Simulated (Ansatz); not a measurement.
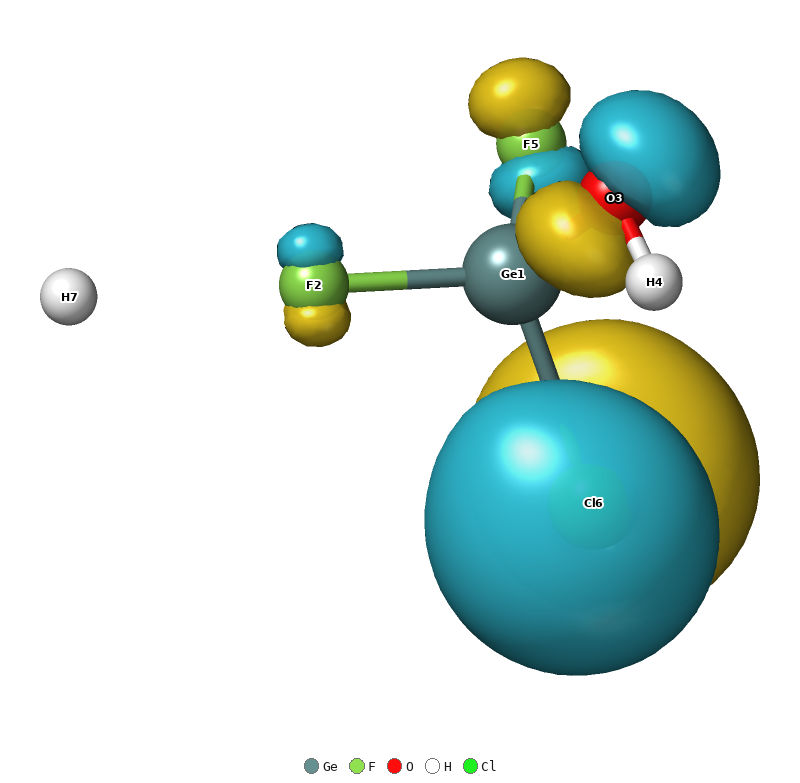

Figure 1: ClF2GeHO···H (doublet). The HOMO−1 (β) at ±0.1 Å⁻³ᐟ² (yellow and cyan are the two phases), seen from one side.

Not at a stationary point (largest force 0.6 eV/Å).

The calculation used UKS PBE0-D4/def2-SVP (Ansatz 0.2.0).

```xyz
7

Ge    0.0102   -0.0572   -0.0874
F    -0.0495   -0.0115    1.6106
O     1.6620   -0.0221   -0.6322
H     2.0098   -0.9134   -0.7657
F    -0.7701    1.3633   -0.6237
Cl   -1.0418   -1.7681   -0.7559
H    -0.0030    0.0164    3.7401
```

What is the character of this orbital?

It lies mainly on Cl6 (about 85 %) and O3 (about 5 %); largely a lone pair of Cl6. Its energy is −10.15 eV.
